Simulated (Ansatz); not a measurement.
Consider B$_{2}$Si$_{2}$.

```yaml
atoms:
  - { symbol: B, position_ang: [0.6552, 0.4698, 0.0599] }
  - { symbol: B, position_ang: [-0.6553, -0.4701, -0.0600] }
  - { symbol: Si, position_ang: [-0.9744, 1.4435, -0.2775] }
  - { symbol: Si, position_ang: [0.9745, -1.4432, 0.2776] }
```

Geometry: B3LYP-D4/def2-TZVP.

These are results of RKS PBE0-D4/def2-TZVP (Ansatz 0.2.0), not measurements.

Predict the electron density and electron localisation function between the atoms.

B–B (1.62 Å): ρ at the midpoint is about 0.84 e/Å³; the ELF peaks at about 0.65 between the atoms.
Si–B (1.93 Å): ρ at the midpoint is about 0.78 e/Å³; the ELF peaks at about 0.85 between the atoms; a covalent bond.

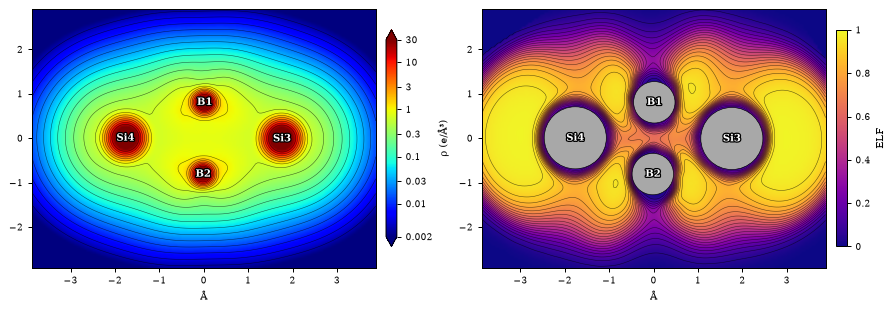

Computed electron density and electron localisation function on the molecular plane, in this order. Grey discs cover the atomic cores in the ELF map. 
